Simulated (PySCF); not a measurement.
# Calculations on GeH₂Cl₂

Part 1: Relaxation

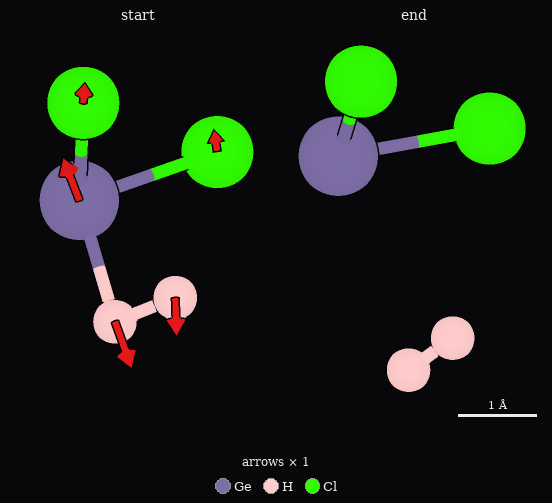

The structure of GeH2Cl2 (started from a transition state, displaced along its imaginary mode) before (left) and after (right) a relaxation, at one scale. The red arrows give the displacements, at their true length.

A ball-and-stick model, seen from a free direction.

These are results of RKS PBE0-D4/def2-TZVP, density fitting (PySCF 2.14.0), not measurements. 

### Describe what moved and what it gained.

Over 18 geometry steps the energy falls by 83.4 kJ/mol. The largest move after the best rigid fit is that of an H atom, 0.72 Å. Largest moves by element: H 0.72 Å, Ge 0.66 Å, Cl 0.31 Å. Some distances before and after: Ge–H 1.746 → 3.123 Å, Ge–H 2.030 → 3.101 Å, H–H 0.926 → 0.748 Å, Cl–Ge 2.208 → 2.183 Å. Bonds break, among them: Ge–H (1.75 → 3.12 Å). Bond angles that change, for instance: Cl–Ge–Cl 104.2° → 100.0°.

Part 2: Relaxation

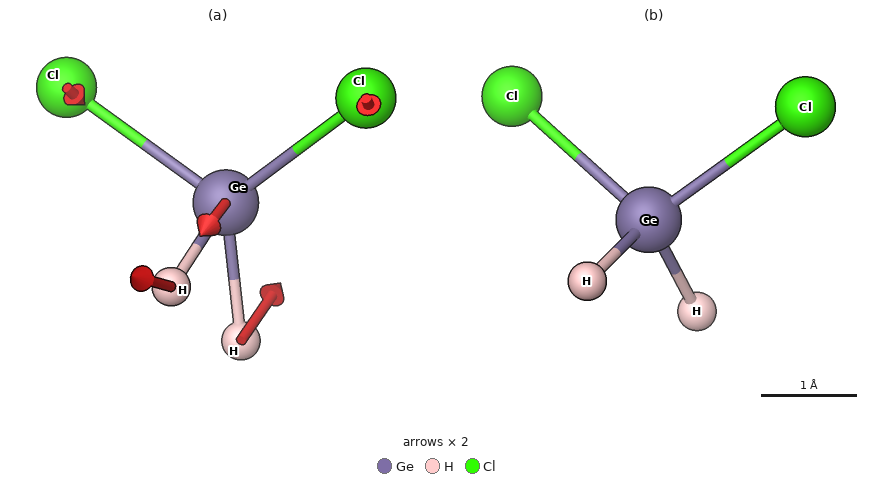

The structure of GeH$_{2}$Cl$_{2}$ (started from a transition state, displaced along its imaginary mode) before (left) and after (right) a relaxation, at one scale. The red arrows give the displacements, magnified 2 times.

The picture is a ball-and-stick view, seen at a tilt.

Level of theory: RKS PBE0-D4/def2-TZVP, density fitting (PySCF 2.14.0). 

> Summarise the run.

The atom that moves furthest after the best rigid fit is an H atom (0.54 Å). By element the largest moves are H 0.54 Å, Ge 0.35 Å, Cl 0.18 Å. Some distances before and after: Ge–H 1.503 → 1.529 Å, Cl–Ge 2.134 → 2.139 Å. Bond angles that change, for instance: H–Ge–H 70.9° → 115.8°, H–Ge–Cl 124.0° → 108.1°, H–Ge–Cl 102.0° → 108.1°. After 13 geometry steps the energy has fallen by 1.630 eV.

Part 3: Reaction

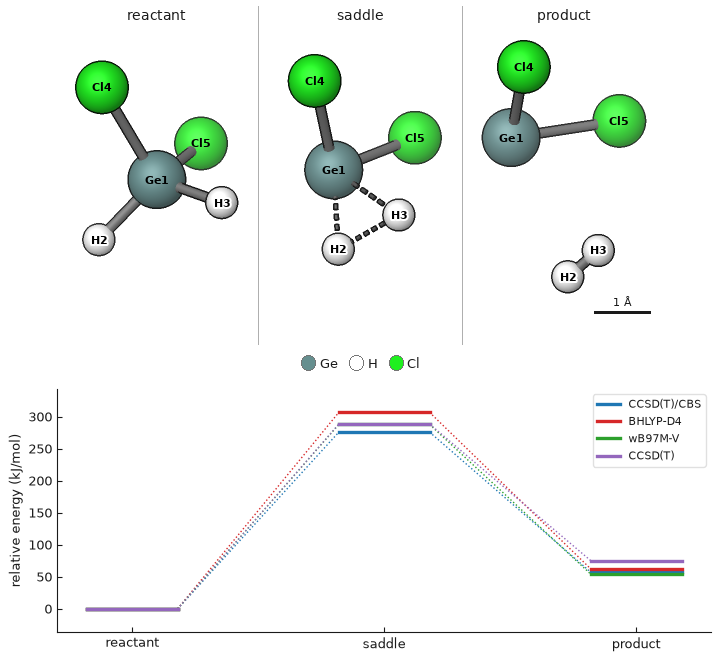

A reaction step of GeH₂Cl₂, with its energy diagram. A ball-and-stick model, seen from a free direction. Dashed sticks mark bonds that form or break.

Stationary points at PBE0-D4/def2-TZVP, single-point energies with CCSD(T)/CBS, BHLYP-D4, wB97M-V, CCSD(T) (def2-TZVPP where no basis is named; PySCF 2.14.0). The energies are electronic, without zero-point or thermal terms, and both ends are the relaxed geometries reached downhill from the saddle, with any fragments still in contact. CCSD(T)/CBS stands for a frozen-core estimate: MP2 correlation extrapolated from def2-TZVPP and def2-QZVPP, CCSD(T) minus MP2 from the smaller set.

**What happens, and what does it cost?**

Counted by bonded pieces, the reactant holds GeH₂Cl₂ and the product holds GeCl₂ + H₂. From the reactant over the saddle to the product, a bond forms: H2–H3 (2.59 → 1.34 → 0.75 Å). Bonds break: Ge1–H2 (1.53 → 1.54 → 3.12 Å), Ge1–H3 (1.53 → 1.77 → 3.10 Å). The saddle has one imaginary mode, 1446i cm⁻¹. The end the product keeps a soft imaginary mode of 99i cm⁻¹, so it isn't quite a minimum. With CCSD(T)/CBS the barrier is 275.9 kJ/mol from the reactant and 218.8 kJ/mol from the product, and the product lies 57.1 kJ/mol above the reactant. By Pauling bond orders of the changing bonds the saddle lies closer to the reactant, the lower end, against what Hammond's postulate suggests.

```csv
level,barrier from the reactant (kJ/mol),barrier from the product (kJ/mol),the product less the reactant (kJ/mol)
CCSD(T)/CBS,275.9,218.8,57.1
BHLYP-D4,306.8,244.6,62.2
wB97M-V,287.9,233.9,54.0
CCSD(T),288.5,213.4,75.1
```

Against CCSD(T)/CBS, wB97M-V comes closest on the barrier from the reactant (+12.0 kJ/mol) and BHLYP-D4 misses most (+30.9 kJ/mol). At 1 of the 3 structures the mean-field solution behind CCSD(T) isn't stable (a lower one of broken symmetry exists), so those energies are less reliable.
